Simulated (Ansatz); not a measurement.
Consider CrOCl (Pmmn).

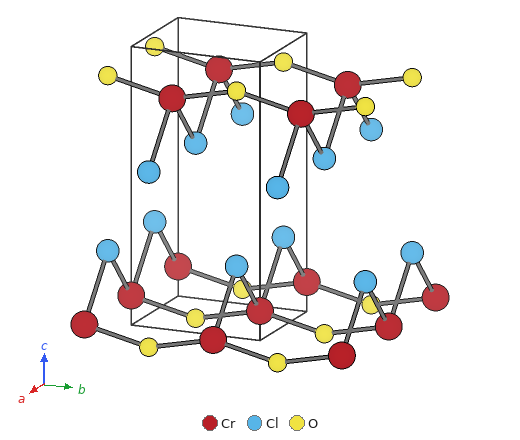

The structure (chromium red, chlorine blue, oxygen yellow). 2×2×1 cells are drawn. Some periodic images of atoms are drawn too.

```
Cr Cl O
1.0
     0.00000    2.25572   -2.25572
    -3.86656    0.00000    0.00000
     0.00000    5.62324    5.62324
Cr Cl O
2 2 2
Direct
  0.00000 0.00000 0.10604
  0.50000 0.50000 0.89396
  0.00000 0.50000 0.68142
  0.50000 0.00000 0.31858
  0.50000 0.00000 0.94782
  0.00000 0.50000 0.05218
```

The cell and positions are those that the Materials Project relaxed with its own functionals (PBE, PBE+U or r2SCAN), kept fixed. The program's search for lower electronic states was switched off, so nothing shows that the state found is the lowest. PAW set soft_2, made with PBE.

A constrained-RPA run (Ansatz 0.2.0; non-magnetic LDA; Cr d, bands v3 to c7, 6×4×2 mesh, medium accuracy) builds 10 functions on bands 3.6 eV wide, with 6.0 electrons in the window. The bare on-site interaction is 17.4 eV and the bare J 0.57 eV.

**Question.** Estimate U, U′ and J.

On the Cr d shell, U = 4.13 eV (24 % of the bare value), U′ = 3.22 eV, J = 0.44 eV.

The parent state is non-magnetic and the interaction static (zero frequency); U depends on the window and the orbitals, so it belongs to this model alone.

[Paths, hosts, dates, memory and timing lines, banners, echoed tables and standing remarks are left out of the program output.]

[Logs are printed without paths, hosts, clocks, repeated set-up lines and the standing remarks that a program may print on its own settings, such as how far it seeks lower states.]

[Runs of the session that timed out or met a known fault of the program may be left out.]

[Hosts, paths, dates, database ids (printed as entryN), source tags and the programs' standing remarks are cut or masked in the printed files.]
